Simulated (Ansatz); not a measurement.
# Li+ with N₂: structure and interaction energy

Aim: relax the pair, then compute its interaction energy with counterpoise at many levels, up to CCSD(T).

Computed with Ansatz 0.2.0, Gaussian basis. Level: PBE0-D4 structure, single points in def2-TZVPPD.

Levels: PBE-D4, revPBE-D4, BLYP-D4, r2SCAN-D4, B97M-V, PBE0-D4, B3LYP-D4, HSE06-D4, wB97X-V, wB97M-V, B2PLYP, Hartree-Fock, MP2, CCSD, CCSD(T). The reference is CCSD(T) extrapolated to the basis limit.

Cores are frozen in the correlated methods. The outer core shell of Li, Na, Mg and K is correlated. B3LYP uses VWN-RPA correlation. B2PLYP carries no dispersion term here.

163 further runs of the same task are left out: 163 set aside as unsound or not needed.

### Step 1. Where the work starts

The pair, from a GFN2-xTB docking trial: 3 atoms, charge 1, spin multiplicity 1.

Atoms are counted from 1 here; the program's logs count them from 0.

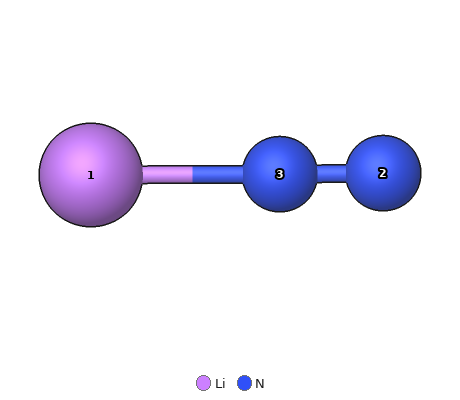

The starting geometry (lithium purple, nitrogen blue); atoms are numbered from 1 in the order of the file.

As a file:

```
atom    x (Å)    y (Å)    z (Å)
 Li1  -0.1370   0.0303  -1.6835
  N2   0.1149  -0.0254   1.3839
  N3   0.0221  -0.0049   0.2995
```

Atoms 1 to 1 are fragment A (Li+), the rest fragment B (N₂).

### Step 2. A first relaxation in a small basis

Contents of pre/in.yaml:

```yaml
crystal:
  periodic: [false, false, false]
  atoms:
    - {symbol: Li, position_ang: [-0.137000, 0.030300, -1.683500]}
    - {symbol: N, position_ang: [0.114900, -0.025400, 1.383900]}
    - {symbol: N, position_ang: [0.022100, -0.004900, 0.299500]}
basis:
  gaussian: {orbitals: def2-SVP}
total_charge: 1
hamiltonian: {xc: pbe, dispersion: d4}
relax: {f_tol: 0.03, max_steps: 250}
```

Started as:

```console
$ ansatz run in.yaml --threads 2 --pin off --events-out ev --progress --plain --max-ram 5222MiB
```

Further steps of the session: Relaxation at PBE0-D4; wB97X-V/def2-TZVPPD; wB97M-V/def2-TZVPPD; B2PLYP/def2-TZVPPD; B97M-V/def2-TZVPPD; CCSD(T)/def2-TZVPPD; CCSD(T)/def2-QZVPPD; Hartree-Fock/STO-3G; SPW92/def2-SVP; wB97M-V/def2-SVP; CCSD(T)/def2-SVP; Vibrations of the pair.

What does the calculation give? Wanted: interaction energy, CCSD(T)/CBS; of it Hartree-Fock; D4 term of PBE0-D4; shortest contact; lowest wavenumber.

The runs gave:

| quantity | value |
| --- | --- |
| interaction energy, CCSD(T)/CBS | -53.54 kJ/mol |
| of it Hartree-Fock (basis limit) | -50.64 kJ/mol |
| D4 term of PBE0-D4 | -0.91 kJ/mol |
| shortest contact | Li1–N3 2.05 Å |
| lowest wavenumber | 201 cm⁻¹ |

In words: The pair is bound by 53.54 kJ/mol at fixed fragment shapes. Hartree-Fock gives 95 % of it, so electrostatics, induction and charge transfer lead. Among the functionals wB97M-V lands nearest to CCSD(T)/CBS (-0.46 kJ/mol) and BLYP-D4 farthest (-5.78 kJ/mol). wB97X-V is as near within the digits shown. Mean unsigned error by rung: GGA 4.62, meta-GGA 2.14, hybrid 3.92, screened hybrid 2.94, range-separated hybrid 0.46, double hybrid 2.43 kJ/mol. PBE-D4 gives an interaction energy 4.60 kJ/mol too low, an error of 9 % of the reference. CCSD(T) moves by -1.31 kJ/mol from triple zeta to the limit; gaps between functionals far smaller than that don't rank them. A lower arrangement may exist.
